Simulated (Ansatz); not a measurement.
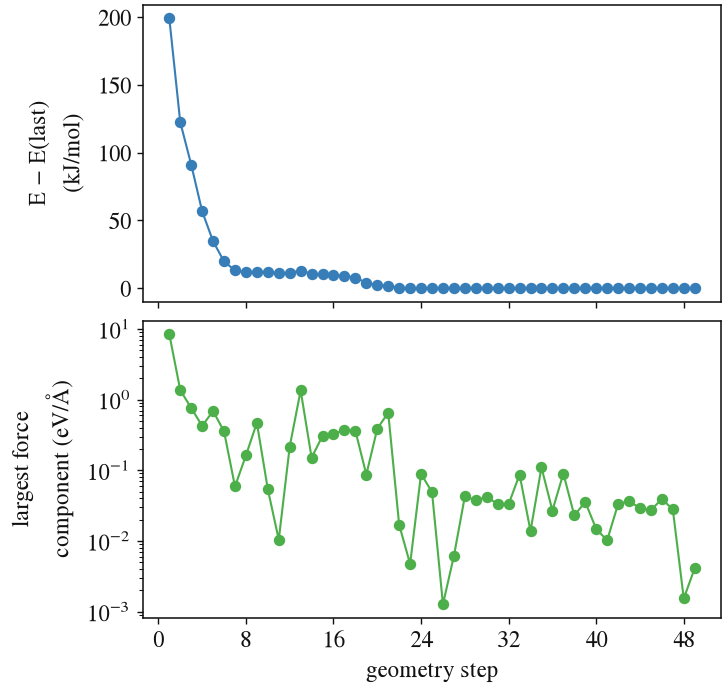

History of a geometry optimisation.

```
crystal:
  periodic: [false, false, false]
  atoms:
    - {symbol: Sn, position_ang: [-0.888829, -0.573177, -0.084311]}
    - {symbol: H, position_ang: [0.835407, -1.202993, 0.831095]}
    - {symbol: H, position_ang: [-0.718158, -1.825422, -1.204066]}
    - {symbol: H, position_ang: [-1.710801, -0.700912, 1.385878]}
    - {symbol: H, position_ang: [-1.793667, 0.675883, -0.980766]}
    - {symbol: H, position_ang: [1.231726, 0.090835, 0.416256]}
    - {symbol: N, position_ang: [0.896731, 0.820942, -0.009579]}
    - {symbol: H, position_ang: [0.799260, 1.671782, 0.539193]}
    - {symbol: H, position_ang: [1.348432, 1.043061, -0.893701]}
basis:
  gaussian: {orbitals: def2-TZVP}
hamiltonian: {xc: pbe0, dispersion: d4}
relax: {f_tol: 0.005, max_steps: 200}
```

Command:
```bash
ansatz run in.yaml --threads 2 --pin off --events-out ev --progress --plain --max-ram 4352MiB
```

Question: How did it end, and what did it gain?

Answer: The optimisation met its thresholds at geometry 49, counting the start as the first. The energy fell by about 200 kJ/mol from the first step to the last, with a rise at step 13. The largest force component goes from about 8.4 eV/Å at the start to 4 × 10⁻³ eV/Å at the end.
